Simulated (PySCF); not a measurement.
**FH₃Si···C₂H₄ (SMILES F[SiH3].C=C): density, localisation and related maps**

```xyz
11

Si   -0.2673    0.3190   -0.1971
F     1.1829   -0.3095    0.2543
H    -1.3031   -0.3747    0.6174
H    -0.2571    1.7771    0.0902
H    -0.4633    0.0483   -1.6453
C     2.4846    2.2118   -1.4972
C     2.2661    1.4206   -2.5461
H     2.8647    1.8121   -0.5546
H     2.2926    3.2864   -1.5409
H     1.8871    1.8146   -3.4920
H     2.4623    0.3471   -2.4990
```

Geometry: PBE0-D3(BJ)/def2-SVPD.

Theory: wB97M-D3(BJ)/def2-TZVPD, SCF density, gas phase (PySCF).

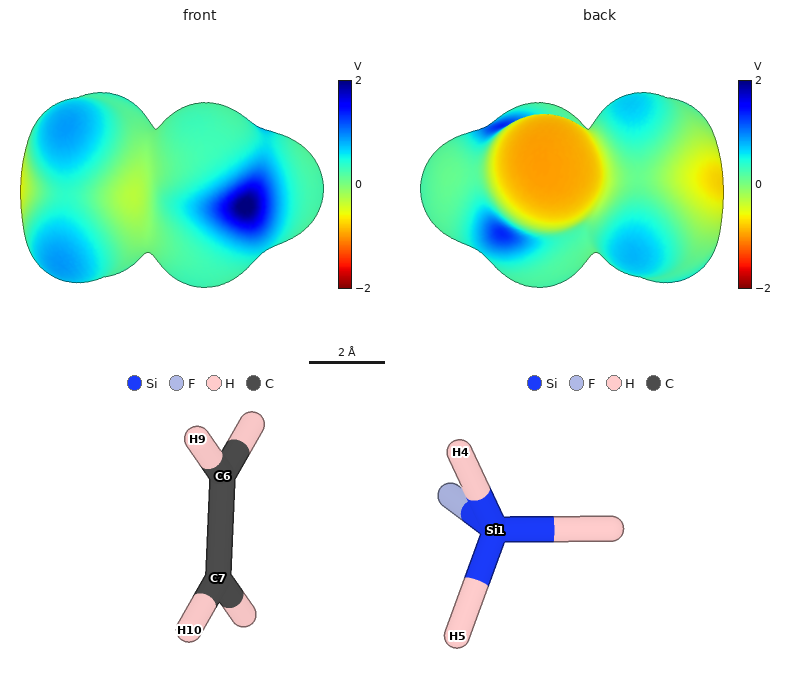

Figure 1. The electrostatic potential painted on the density surface at 0.002 e/bohr³, seen from the front and from behind; the colour scale runs from red (negative) to blue (positive). The bare structure is drawn below in the same view.

> Where is the surface potential most negative and most positive?

The most negative region (about −1.0 V) lies over F2, the most positive (about +1.9 V) over Si1.

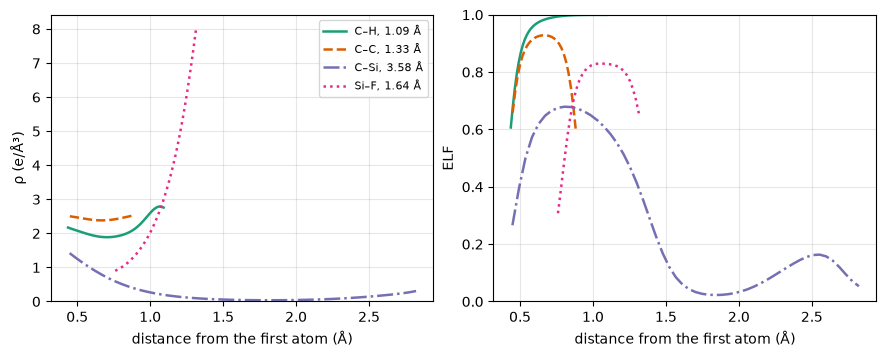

Figure 2. Electron density and electron localisation function along straight lines between neighbouring atoms. The curves leave out the atomic cores.

> Compare the contacts.

C–H (1.09 Å): ρ at the midpoint is about 2 e/Å³; the ELF climbs to about 1 towards the hydrogen, as it does in any bond to H; a covalent bond by its length.
C–C (1.33 Å): ρ is about 2.4 e/Å³ halfway; the ELF peaks at about 0.95 between the atoms; a short, multiple covalent bond.
C6···Si1 (3.58 Å): the density falls to about 0.04 e/Å³ on the way; the ELF dips to about 0 between them: a non-bonded, intermolecular contact.
Si–F (1.64 Å): the density is about 1.1 e/Å³ at the midpoint; the ELF peaks at about 0.85 in the valence shell of F, 0.6 Å from its nucleus, and is about 0.55 at the midpoint.
